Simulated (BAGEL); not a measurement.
**SnH2F2 (SMILES [F][SnH2][F]), step by step**

Aim: a single-point energy (HF/ANO-RCC-VDZP), then a single-point energy (NEVPT2(2,2)/ANO-RCC-VDZP) of SnH2F2. 

The calculation is run with BAGEL 1.2.2.

2 further runs of the same task are left out: 2 set aside as unsound or not needed.

## 1. Starting point

SnH2F2 has 5 atoms, charge 0, and is taken as a singlet. As SMILES, `[F][SnH2][F]`. The Sn2–F3 distance was set to 4.390 Å, away from the relaxed value. At this shape a bond of the SMILES string is far longer than usual.

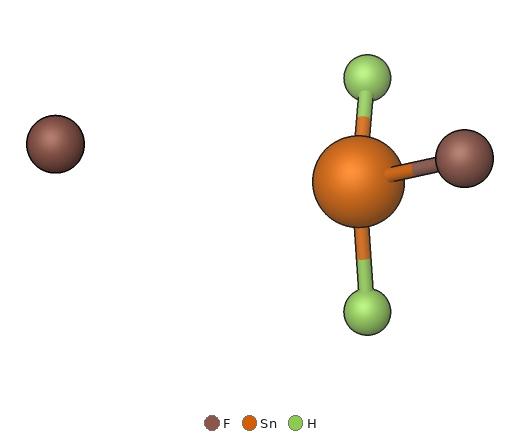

The structure, seen from a chosen angle (fluorine brown, tin orange, hydrogen green).

## 2. The energy at HF/ANO-RCC-VDZP (DKH2, density fitting with AutoAux) (run 1)

Contents of job.json:

```json
{ "bagel": [

{
  "title": "molecule",
  "basis": "ano-rcc-vdzp.json",
  "df_basis": "ano-rcc-vdzp-autoaux.json",
  "dkh": "true",
  "geometry": [
    { "atom": "F", "xyz": [     2.69216053,    -3.58173020,     4.82911952 ] },
    { "atom": "Sn", "xyz": [     3.58486715,    -3.04674874,     1.37545606 ] },
    { "atom": "F", "xyz": [    -2.32663080,     2.09891881,    -1.34624089 ] },
    { "atom": "H", "xyz": [     3.17611939,    -5.83201607,    -0.14180505 ] },
    { "atom": "H", "xyz": [     6.33309585,    -1.41156872,     1.35882647 ] }
  ]
},

{ "title": "hf" },

{ "title": "print", "file": "orbitals.molden", "orbitals": "true" }

]}
```

The basis set ANO-RCC-VDZP is read from a file made from the Basis Set Exchange's data (not shown).

Launch:

```bash
$ BAGEL_NUM_THREADS=1 BAGEL job.json > job.out
```

Standard output:

```text
* using 1 threads per process

  ===============================================================
  ===============================================================

  *** Geometry ***

  { "atom" : "F", "xyz" : [      2.692161,     -3.581730,      4.829120 ] },
  { "atom" : "Sn", "xyz" : [      3.584867,     -3.046749,      1.375456 ] },
  { "atom" : "F", "xyz" : [     -2.326631,      2.098919,     -1.346241 ] },
  { "atom" : "H", "xyz" : [      3.176119,     -5.832016,     -0.141805 ] },
  { "atom" : "H", "xyz" : [      6.333096,     -1.411569,      1.358826 ] },

  Number of auxiliary basis functions:      934

  Since a DF basis is specified, we compute 2- and 3-index integrals:
    o Being stored without compression. Storage requirement is 0.049 GB

  Number of basis functions:       81
  Number of electrons      :       70

    * METHOD: MOLECULE                             1.23

  *** RHF ***

  === Nuclear Repulsion ===
   223.8634600337

      * DIIS with orbital gradients will be used.

  === RHF iteration (ano-rcc-vdzp.json) ===
      0      -6372.10515797          0.02669219           0.24
      1      -6369.75807941          0.06041669           0.21
      2      -6372.47402489          0.01095930           0.21
      3      -6372.53874033          0.00274109           0.25
      4      -6372.54382564          0.00067514           0.22
      5      -6372.54478179          0.00031579           0.21
      6      -6372.54524380          0.00022520           0.20
      7      -6372.54568458          0.00011560           0.21
      8      -6372.54572636          0.00004088           0.21
      9      -6372.54572757          0.00002249           0.20
     10      -6372.54572827          0.00000759           0.20
     11      -6372.54572839          0.00000253           0.20
     12      -6372.54572843          0.00000184           0.20
     13      -6372.54572846          0.00000100           0.22
     14      -6372.54572848          0.00000049           0.21
     15      -6372.54572848          0.00000018           0.26
     16      -6372.54572848          0.00000007           0.23
     17      -6372.54572848          0.00000003           0.27
     18      -6372.54572848          0.00000002           0.22
     19      -6372.54572848          0.00000001           0.21
    * SCF iteration converged.

    * Permanent dipole moment:
           (   -5.283008,     4.087030,    -0.925563) a.u.

    * METHOD: HF                                   5.59

    * METHOD: PRINT                                0.04

  ===============================================================
```

Wall time 7.2 s (1 thread of AMD EPYC 7R13 (Zen 3), shared host); peak memory 0.22 GiB.

## 3. The energy at NEVPT2(2,2)/ANO-RCC-VDZP (DKH2, density fitting with AutoAux) (run 2)

Contents of job.json:

```json
{ "bagel" : [

{
  "title" : "molecule",
  "basis" : "ano-rcc-vdzp.json",
  "df_basis" : "ano-rcc-vdzp-autoaux.json",
  "angstrom" : false,
  "dkh" : true,
  "geometry" : [
    { "atom" : "F", "xyz" : [  2.69216053, -3.58173020,  4.82911952 ] },
    { "atom" : "Sn", "xyz" : [  3.58486715, -3.04674874,  1.37545606 ] },
    { "atom" : "F", "xyz" : [ -2.32663080,  2.09891881, -1.34624089 ] },
    { "atom" : "H", "xyz" : [  3.17611939, -5.83201607, -0.14180505 ] },
    { "atom" : "H", "xyz" : [  6.33309585, -1.41156872,  1.35882647 ] }
  ]
},
{ "title" : "hf" },
{ "title" : "casscf", "nstate" : 1, "nact" : 2, "nclosed" : 34, "active" : [35, 36], "maxiter" : 200, "natocc" : true },
{ "title" : "nevpt2", "nstate" : 1, "nact" : 2, "nclosed" : 34, "active" : [35, 36], "maxiter" : 200, "natocc" : true, "ncore" : 20 },
{ "title" : "print", "file" : "orbitals.molden", "orbitals" : true }

]}
```

The basis set ANO-RCC-VDZP is read from a file made from the Basis Set Exchange's data (not shown).

Launch:

```bash
$ BAGEL_NUM_THREADS=1 BAGEL job.json > job.out
```

Standard output:

```text
* using 1 threads per process

  ===============================================================
  ===============================================================

  *** Geometry ***

  { "atom" : "F", "xyz" : [      2.692161,     -3.581730,      4.829120 ] },
  { "atom" : "Sn", "xyz" : [      3.584867,     -3.046749,      1.375456 ] },
  { "atom" : "F", "xyz" : [     -2.326631,      2.098919,     -1.346241 ] },
  { "atom" : "H", "xyz" : [      3.176119,     -5.832016,     -0.141805 ] },
  { "atom" : "H", "xyz" : [      6.333096,     -1.411569,      1.358826 ] },

  Number of auxiliary basis functions:      934

  Since a DF basis is specified, we compute 2- and 3-index integrals:
    o Being stored without compression. Storage requirement is 0.049 GB

  Number of basis functions:       81
  Number of electrons      :       70

    * METHOD: MOLECULE                             1.29

  *** RHF ***

  === Nuclear Repulsion ===
   223.8634600337

      * DIIS with orbital gradients will be used.

  === RHF iteration (ano-rcc-vdzp.json) ===
      0      -6372.10515797          0.02669219           0.22
      1      -6369.75807941          0.06041669           0.21
      2      -6372.47402489          0.01095930           0.23
      3      -6372.53874033          0.00274109           0.29
      4      -6372.54382564          0.00067514           0.21
      5      -6372.54478179          0.00031579           0.21
      6      -6372.54524380          0.00022520           0.22
      7      -6372.54568458          0.00011560           0.23
      8      -6372.54572636          0.00004088           0.20
      9      -6372.54572757          0.00002249           0.23
     10      -6372.54572827          0.00000759           0.21
     11      -6372.54572839          0.00000253           0.23
     12      -6372.54572843          0.00000184           0.21
     13      -6372.54572846          0.00000100           0.21
     14      -6372.54572848          0.00000049           0.23
     15      -6372.54572848          0.00000018           0.21
     16      -6372.54572848          0.00000007           0.21
     17      -6372.54572848          0.00000003           0.21
     18      -6372.54572848          0.00000002           0.23
     19      -6372.54572848          0.00000001           0.20
    * SCF iteration converged.

    * Permanent dipole moment:
           (   -5.283008,     4.087030,    -0.925563) a.u.

    * METHOD: HF                                   5.57

  ---------------------------
      CASSCF calculation
  ---------------------------

    ==== Active orbitals : =====
         Orbital 35
         Orbital 36
    ============================

    * nstate   :      1
    * nclosed  :     34
    * nact     :      2
    * nvirt    :     45
  === CASSCF iteration (ano-rcc-vdzp.json) ===

    * Using the second-order algorithm

      0  0     -6372.55360391     1.51e-02      0.06

      1  0     -6372.61017228     6.56e-03      1.08

      2  0     -6372.63562394     6.11e-03      1.18

      3  0     -6372.65086619     2.98e-03      1.28

      4  0     -6372.65482465     1.14e-03      1.28

      5  0     -6372.65549020     4.33e-04      1.29

      6  0     -6372.65559172     1.66e-04      1.28

      7  0     -6372.65560720     6.47e-05      1.27

      8  0     -6372.65560957     2.54e-05      1.31

      9  0     -6372.65560994     9.99e-06      1.30

     10  0     -6372.65561000     3.94e-06      1.36

     11  0     -6372.65561000     1.55e-06      1.25

     12  0     -6372.65561001     6.13e-07      1.28

     13  0     -6372.65561001     2.42e-07      1.30

     14  0     -6372.65561001     9.55e-08      1.37

     15  0     -6372.65561001     3.77e-08      1.29

     16  0     -6372.65561001     1.49e-08      1.18

     17  0     -6372.65561001     5.87e-09      1.15

    * Second-order optimization converged. *

     guess   0:   closed 1.                   open ..

  === FCI iteration ===

      0  0     -6372.43233878     1.45e-01      0.00
      1  0     -6372.62236688     4.88e-02      0.00
      2  0 *   -6372.65561001     3.88e-16      0.00

     * ci vector, state   0, <S^2> = 0.0000
       2.     0.7508967385
       .2    -0.6604196303

    * METHOD: CASSCF                              22.48

    * freezing 20 orbitals

  === DF-NEVPT2 calculation ===

    * 3-index integral transformation done
    * assembly done

      NEVPT2 correlation energy:   -0.8443400789      0.13

          (+0)     -0.6555098889
          (+0)'    -0.0983451166
          (+1)     -0.0220219130
          (+1)'    -0.0045232558
          (+2)     -0.0000290695
          (-1)     -0.0603457689
          (-1)'    -0.0035025019
          (-2)     -0.0000625644

      NEVPT2 total energy:       -6373.4999500863

    * METHOD: NEVPT2                               0.49

    * METHOD: PRINT                                0.03

  ===============================================================
```

It took 30 s on 1 thread of AMD EPYC 7R13 (Zen 3), shared host; peak memory 0.24 GiB.

## 4. Outcome

```
                                     quantity           value
         run 1, HF/ANO-RCC-VDZP: total energy  -6372.54573 Eh
        run 1, HF/ANO-RCC-VDZP: dipole moment         17.14 D
          run 1, HF/ANO-RCC-VDZP: HOMO energy        -8.88 eV
          run 1, HF/ANO-RCC-VDZP: LUMO energy        -3.91 eV
        run 1, HF/ANO-RCC-VDZP: HOMO–LUMO gap         4.97 eV
run 2, NEVPT2(2,2)/ANO-RCC-VDZP: total energy  -6373.49995 Eh
```

**Reading.** One bond (run 1, HF/ANO-RCC-VDZP) is far stretched, which a spin-restricted single reference describes badly; a broken-symmetry solution may lie lower.
